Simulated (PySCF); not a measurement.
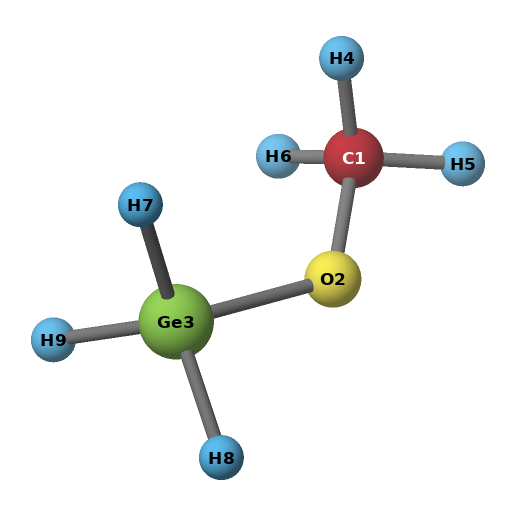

The computed structure is the end point of a GFN2-xTB optimisation. No frequency run is at hand to confirm it as a minimum. Level of theory: B3LYP/pcJ-1 (pcSseg-1 on Ge) indirect spin-spin coupling, non-relativistic, gas phase (PySCF 2.14.0). Isotopes: 13C, 1H, 17O.

Give the spin–spin coupling constants of these pairs, with the number of bonds between them: C1/O2, O2/H7, O2/H6, H4/H5, H4/H6, H7/H9, H7/H8, H8/H9.

| pair | bonds apart | J (Hz) |
| --- | --- | --- |
| C1, O2 | 1 | 19.7 |
| O2, H7 | 2 | −2.3 |
| O2, H6 | 2 | −3.1 |
| H4, H5 | 2 | −10.9 |
| H4, H6 | 2 | −8.7 |
| H7, H9 | 2 | 23.5 |
| H7, H8 | 2 | 17.8 |
| H8, H9 | 2 | 17.8 |

The geometry is semi-empirical. Around Ge such bond lengths and angles can be off by a tenth of an ångström or more and by several degrees, and values that hang on the shape move with them.
